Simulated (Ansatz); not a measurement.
# C3H5F3O: small, medium and large basis sets

How large a basis does C3H5F3O need? Two functionals are run in growing sets.

Method: one geometry, several basis sets; program: Ansatz 0.2.0, Gaussian basis.

The runs, in order: PBE0-D4/def2-SVP; ωB97M-V/def2-SVP; PBE0-D4/def2-QZVPP; ωB97M-V/def2-QZVPP; the functionals' def2-TZVPP values are taken from earlier runs.

## 1. The relaxed structure

The geometry comes from an earlier relaxation with PBE0-D4 in a triple-zeta def2 set; it is a stationary point, not always the lowest conformer.

12 atoms, charge 0, spin multiplicity 1.

Atoms are counted from 1 here; the program's logs count them from 0.

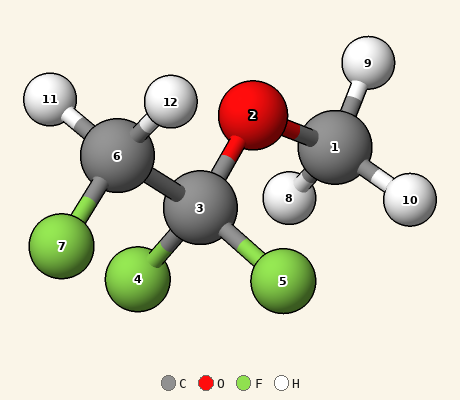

The structure; carbon grey, oxygen red, fluorine green, hydrogen white; atoms are numbered from 1 in the order of the file.

Coordinates:

```mol
C3H5F3O
  3D, bonds by distance, orders not assigned

 12 11  0  0  0  0  0  0  0  0999 V2000
   -1.4889    1.0941   -0.4109 C   0  0
   -0.4733    0.5261    0.4121 O   0  0
    0.3509   -0.3531   -0.1900 C   0  0
   -0.3362   -1.4015   -0.7132 F   0  0
    0.9944    0.2103   -1.2454 F   0  0
    1.3505   -0.8381    0.8401 C   0  0
    2.2064   -1.7390    0.2730 F   0  0
   -2.1534    0.3190   -0.7962 H   0  0
   -2.0469    1.7694    0.2333 H   0  0
   -1.0491    1.6533   -1.2383 H   0  0
    0.8069   -1.3151    1.6584 H   0  0
    1.9155    0.0197    1.2109 H   0  0
  1  2  8  0
  2  3  8  0
  3  4  8  0
  3  5  8  0
  3  6  8  0
  6  7  8  0
  1  8  8  0
  1  9  8  0
  1 10  8  0
  6 11  8  0
  6 12  8  0
M  END
```

## 2. PBE0-D4 in def2-SVP

Input file in.yaml:

```yaml
crystal:
  periodic: [false, false, false]
  atoms:
    - {symbol: C, position_ang: [-1.488863, 1.094053, -0.410898]}
    - {symbol: O, position_ang: [-0.473270, 0.526099, 0.412098]}
    - {symbol: C, position_ang: [0.350899, -0.353141, -0.189972]}
    - {symbol: F, position_ang: [-0.336224, -1.401514, -0.713209]}
    - {symbol: F, position_ang: [0.994357, 0.210304, -1.245360]}
    - {symbol: C, position_ang: [1.350493, -0.838098, 0.840139]}
    - {symbol: F, position_ang: [2.206410, -1.738959, 0.272976]}
    - {symbol: H, position_ang: [-2.153431, 0.318987, -0.796156]}
    - {symbol: H, position_ang: [-2.046876, 1.769386, 0.233269]}
    - {symbol: H, position_ang: [-1.049079, 1.653288, -1.238320]}
    - {symbol: H, position_ang: [0.806936, -1.315136, 1.658418]}
    - {symbol: H, position_ang: [1.915549, 0.019731, 1.210917]}
basis:
  gaussian: {orbitals: def2-SVP}
hamiltonian: {xc: pbe0, dispersion: d4}
output: {orbitals: {seedname: orbitals}}
```

The run is started by

```
ansatz run in.yaml --threads 4 --pin off --events-out ev --progress --plain --max-ram 11315MiB
```

The runs that follow: ωB97M-V in def2-SVP; PBE0-D4 in def2-QZVPP; ωB97M-V in def2-QZVPP.

Q: Predict the results of all the runs planned. Wanted: PBE0-D4: double and triple zeta above quadruple; ωB97M-V: double and triple zeta above quadruple.

As calculated:

| quantity | value |
| --- | --- |
| PBE0-D4: double and triple zeta above quadruple | 16.60, 0.70 eV |
| ωB97M-V: double and triple zeta above quadruple | 16.99, 0.66 eV |

**Reading.** PBE0-D4 gains 15.90 eV from double to triple zeta, then 0.70 eV more. Total energies overstate the basis error of differences, where much of it tends to cancel. The LUMO of ωB97M-V is positive and keeps falling with the basis (3.76 to 1.89 eV): an unbound level that the basis holds in place.
